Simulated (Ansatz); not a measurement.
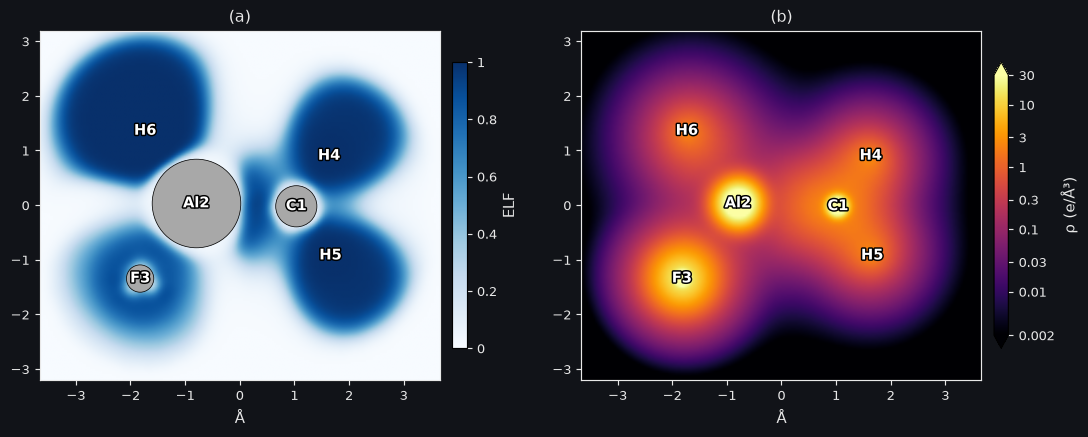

CH3AlF (SMILES [CH2-][AlH][F]) (charge −1). (a) ELF; (b) total electron density on the molecular plane. Grey discs cover the atomic cores in the ELF map.

The highest occupied orbital lies above zero, a sign that basis and functional describe the outermost electron poorly.

Level of theory: RKS B3LYP/def2-SVP in Ansatz 0.2.0.

The calculation's input:

```
crystal:
  periodic: [false, false, false]
  atoms:
    - { symbol: C, position_ang: [-0.38664, 0.17239, -1.17242] }
    - { symbol: Al, position_ang: [0.44229, 0.03997, 0.53436] }
    - { symbol: F, position_ang: [2.01056, -0.56204, 0.88952] }
    - { symbol: H, position_ang: [-1.27279, 0.83863, -1.04233] }
    - { symbol: H, position_ang: [-0.84361, -0.83848, -1.32611] }
    - { symbol: H, position_ang: [0.05019, 0.34954, 2.11697] }
total_charge: -1
basis:
  gaussian: { orbitals: def2-SVP }
hamiltonian:
  xc: b3lyp
relax:
  f_tol: 0.015
  max_steps: 40
output:
  orbitals: {}
```

Command:

```sh
ansatz run input.yaml --threads 1 --pin off --max-ram 2048MiB --backend cpu --events-out ev --progress --plain --runs-dir out
```

The fields are those of the relaxed geometry.

**What does the map show?**

Atoms in the plane: C, Al, F and H. Al–F (1.72 Å): the density is about 0.69 e/Å³ at the midpoint; the ELF peaks at about 0.85 in the valence shell of F, 0.5 Å from its nucleus, and is about 0.25 at the midpoint. C–Al (1.83 Å): the density is about 0.79 e/Å³ at the midpoint; the ELF peaks at about 0.90 between the atoms; a shared but strongly polarised pair. C–H (1.10 Å): ρ at the midpoint is about 1.8 e/Å³; the ELF climbs to about 1 towards the hydrogen, as it does in any bond to H; an ordinary covalent bond to hydrogen. Al–H (1.62 Å): the density is about 0.47 e/Å³ at the midpoint; the ELF climbs to about 1 towards the hydrogen. The ELF also peaks beside F3, away from the bonds: lone-pair regions.
